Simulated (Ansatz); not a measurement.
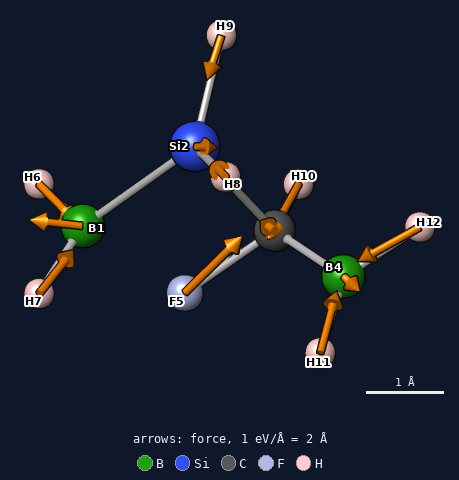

Starting geometry of CH7B2FSi with the computed forces as orange arrows. Style: ball-and-stick. Shown at a tilt.

The start comes from PBE-D4/def2-SVP.

Theory: RKS PBE0-D4/def2-TZVP in Ansatz. (force threshold 0.005 eV/Å; at most 150 steps)

### What follows when this structure is relaxed?

It isn't relaxed: the largest force vector, on an H atom, is 0.62 eV/Å. The final displacements follow the starting forces only in part (cosine between the two patterns 0.45). An H atom moves most after the best rigid fit: 0.089 Å. By element the largest moves are H 0.089 Å, B 0.069 Å, F 0.051 Å, C 0.034 Å, Si 0.011 Å. Near-neighbour distances that change, for instance: B–F 1.784 → 1.872 Å, C–F 1.499 → 1.458 Å, C–Si 1.995 → 1.969 Å, B–H 1.215 → 1.193 Å. Among the angles between lasting bonds that change: Si–C–B 94.2° → 96.9°, B–C–H 126.8° → 124.3°, Si–B–H 117.8° → 120.0°. After 7 accepted moves (8 points after the start) the energy has fallen by 1.28 kcal/mol. Largest force component: 0.54 eV/Å at the start, 0.0037 eV/Å at the end. The line search rejected the trial step at point 5 of the run.
